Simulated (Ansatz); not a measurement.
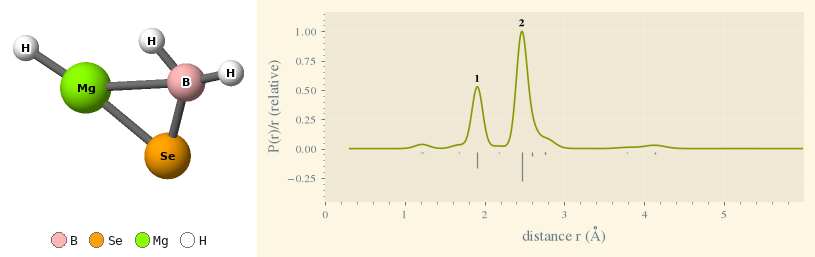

Simulated gas electron diffraction: radial distribution curve of BH3MgSe. Each pair of atoms contributes with weight ZᵢZⱼ/r (bars below the curve); damping constant 0.001 Å²; vibrational amplitudes assumed, not computed: 0.05 Å for bonds, 0.078 Å for bonds to H, 0.06 + 0.015 r up to 0.15 Å for other pairs. The geometry is the end point of an optimisation (RKS B3LYP-D4/def2-SVP in Ansatz 0.2.0); it may be a saddle point or a higher isomer. SMILES: B[Se][MgH].

Question: Read the positions of the numbered peaks and name the main pairs (– for bonds).

Answer: Peak 1, 1.91 Å: Se–B 1.91 Å
Peak 2, 2.47 Å: Se–Mg 2.47 Å, Mg–B 2.60 Å, not resolved; in its flanks Se···H 2.75–2.76 Å
